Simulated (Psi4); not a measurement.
# DLPNO-MP2/cc-pVDZ (density fitting, density fitting for correlation, pno convergence tight, sweep point 3) run of C3H4F2 (SMILES F/C=C\CF)

Aim: the energy change on altering one bond length of C3H4F2 at DLPNO-MP2/cc-pVDZ (density fitting, density fitting for correlation, pno convergence tight, sweep point 3), from 2 runs. 

The calculation is run with Psi4 1.11.

## 1. The molecule

The species is C3H4F2 (9 atoms), meant as a singlet with charge 0. SMILES: `F/C=C\CF`. The shape is that of a PBE0-D4/def2-TZVP optimisation. This is one conformer, not always the lowest.

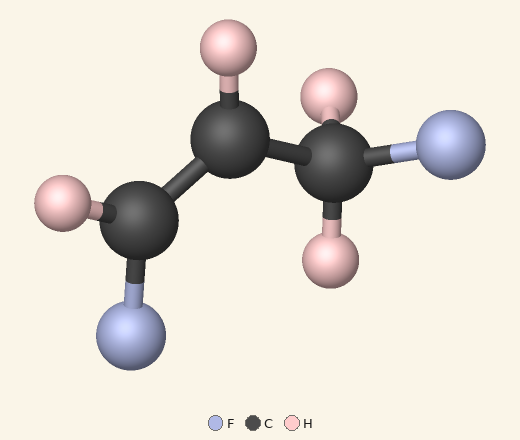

Viewed from a chosen angle; fluorine light blue, carbon dark grey, hydrogen pink.

## 2. The energy at DLPNO-MP2/cc-pVDZ (density fitting, density fitting for correlation, pno convergence tight, sweep point 3)

File calc.in:

```
memory 1.6 GB

molecule m {
  0 1
  F     -3.34727188     1.31562733    -1.44412870
  C     -1.43014473    -0.15835905    -2.17091737
  C      0.51003708    -0.67160866    -0.68842723
  C      0.83053463     0.29328549     1.92638681
  F      3.13052030     1.53332378     2.14238251
  H     -1.67977755    -0.86681737    -4.07595028
  H      1.96985051    -1.89218277    -1.44677432
  H      0.84999881    -1.25988041     3.29322572
  H     -0.66631743     1.61911734     2.43188855
  units au
  symmetry c1
}

set basis cc-pVDZ
set puream true
set scf_type df
set num_frozen_docc 5
set pno_convergence tight

result, w = energy("dlpno-mp2", return_wfn=True)
print_variables()
```

Run with:

```sh
psi4 -i calc.in -o calc.out -n 1
```

calc.out:

```text
[...]
  Running in c1 symmetry.
[...]
  Nuclear repulsion =  168.442552202306160
[...]
  Multiplicity = 1
[...]
  Nalpha       = 20
  Nbeta        = 20
[...]
    Number of basis functions: 90
[...]
   @DF-RHF iter   1:  -314.71139034549367   -7.44826e-01   4.10600e-03 ADIIS/DIIS
[...]
    Orbital Energies [Eh]
    ---------------------
    Doubly Occupied:
       1A    -26.320294     2A    -26.273512     3A    -11.340909
       4A    -11.321809     5A    -11.250623     6A     -1.640406
       7A     -1.585349     8A     -1.093153     9A     -0.952922
      10A     -0.822758    11A     -0.754364    12A     -0.715835
      13A     -0.701809    14A     -0.690037    15A     -0.669453
      16A     -0.624942    17A     -0.590397    18A     -0.525937
      19A     -0.518620    20A     -0.388217
[...]
  @DF-RHF Final Energy:  -314.78811136466646
   => Energetics <=
    Nuclear Repulsion Energy =            168.4425522023061603
    One-Electron Energy =                -768.8986399072160793
    Two-Electron Energy =                 285.6679763402434560
    Total Energy =                       -314.7881113646664630
[...]
 Multipole Moments:
 ------------------------------------------------------------------------------------
     Multipole            Electronic (a.u.)      Nuclear  (a.u.)        Total (a.u.)
 ------------------------------------------------------------------------------------
 L = 1.  Multiply by 2.5417464519 to convert [e a0] to [Debye]
 Dipole X            :         -0.6891649            0.4028085           -0.2863564
 Dipole Y            :          2.4398133           -3.1846751           -0.7448618
 Dipole Z            :         -0.0553594           -0.2769026           -0.3322620
 Magnitude           :                                                    0.8644172
[...]
  @LMP2 iter   5:  -0.767821765680 -2.783e-07  8.606e-07
[...]
```

Run time: 4.2 s. Hardware: 1 thread of Intel Xeon Platinum 8488C (Sapphire Rapids), shared host; peak memory 0.38 GiB.

## 3. The distorted shape, same level

File input.inp:

```
memory 1600 mb

molecule molecule1 {
  0 1
  F     -4.51506783     2.29204126    -0.83747938
  C     -2.59794067     0.81805488    -1.56426804
  C     -0.65775886     0.30480526    -0.08177790
  C     -0.33726131     1.26969942     2.53303614
  F      1.96272436     2.50973771     2.74903184
  H     -2.84757350     0.10959656    -3.46930095
  H      1.96985051    -1.89218277    -1.44677432
  H     -0.31779713    -0.28346648     3.89987505
  H     -1.83411337     2.59553127     3.03853788
  units bohr
  symmetry c1
}

set basis cc-pVDZ
set reference rhf
set puream true
set scf_type df
set num_frozen_docc 5
set pno_convergence tight

energy('dlpno-mp2')
print_variables()
```

Run with:

```sh
psi4 -i input.inp -o input.out -n 1
```

input.out:

```text
[...]
  Running in c1 symmetry.
[...]
  Nuclear repulsion =  165.679718073180766
[...]
  Multiplicity = 1
[...]
  Nalpha       = 20
  Nbeta        = 20
[...]
    Number of basis functions: 90
[...]
   @DF-RHF iter   1:  -314.53354704803803   -9.05260e-01   4.12874e-03 ADIIS/DIIS
[...]
    Orbital Energies [Eh]
    ---------------------
    Doubly Occupied:
       1A    -26.333204     2A    -26.278089     3A    -11.354241
       4A    -11.336730     5A    -11.313303     6A     -1.652097
       7A     -1.589602     8A     -1.093986     9A     -0.963620
      10A     -0.816970    11A     -0.746752    12A     -0.721191
      13A     -0.712056    14A     -0.697423    15A     -0.677004
      16A     -0.613889    17A     -0.556342    18A     -0.535536
      19A     -0.416911    20A     -0.399285
[...]
  @DF-RHF Final Energy:  -314.63409503227507
   => Energetics <=
    Nuclear Repulsion Energy =            165.6797180731807657
    One-Electron Energy =                -763.0111650687554175
    Two-Electron Energy =                 282.6973519632995817
    Total Energy =                       -314.6340950322750700
[...]
 Multipole Moments:
 ------------------------------------------------------------------------------------
     Multipole            Electronic (a.u.)      Nuclear  (a.u.)        Total (a.u.)
 ------------------------------------------------------------------------------------
 L = 1.  Multiply by 2.5417464519 to convert [e a0] to [Debye]
 Dipole X            :         -1.4646421            0.9672659           -0.4973761
 Dipole Y            :          3.0974231           -3.6566275           -0.5592044
 Dipole Z            :          0.3674372           -0.5701282           -0.2026910
 Magnitude           :                                                    0.7753556
[...]
  @LMP2 iter   6:  -0.785782652963 -1.864e-08  2.303e-07
[...]
```

Wall time 4.5 s (1 thread of Intel Xeon Platinum 8488C (Sapphire Rapids), shared host); peak memory 0.37 GiB.

## 4. Outcome

At DLPNO-MP2/cc-pVDZ (density fitting, density fitting for correlation, pno convergence tight, sweep point 3), 5 core orbitals frozen:

| quantity | value |
| --- | --- |
| first shape: total energy | -315.55594 Eh |
| first shape: HOMO energy (Hartree–Fock orbitals) | -10.56 eV |
| first shape: LUMO energy (Hartree–Fock orbitals) | 4.31 eV |
| first shape: HOMO–LUMO gap (Hartree–Fock orbitals) | 14.87 eV |
| first shape: correlation energy (5 core orbitals frozen) | -767.8 mEh |
| distorted shape: total energy | -315.41988 Eh |
| distorted shape: HOMO energy (Hartree–Fock orbitals) | -10.87 eV |
| distorted shape: LUMO energy (Hartree–Fock orbitals) | 1.27 eV |
| distorted shape: HOMO–LUMO gap (Hartree–Fock orbitals) | 12.13 eV |
| distorted shape: correlation energy (5 core orbitals frozen) | -785.8 mEh |
| energy change with the C3–H7 bond stretched from 1.084 to 1.951 Å | 3.702 eV |

What this shows: With the C3–H7 bond stretched from 1.084 to 1.951 Å the energy rises by 3.70 eV (85 kcal/mol). The first shape isn't relaxed at this level, so the change isn't measured from a minimum. A restricted reference can't describe the breaking bond well at this length.
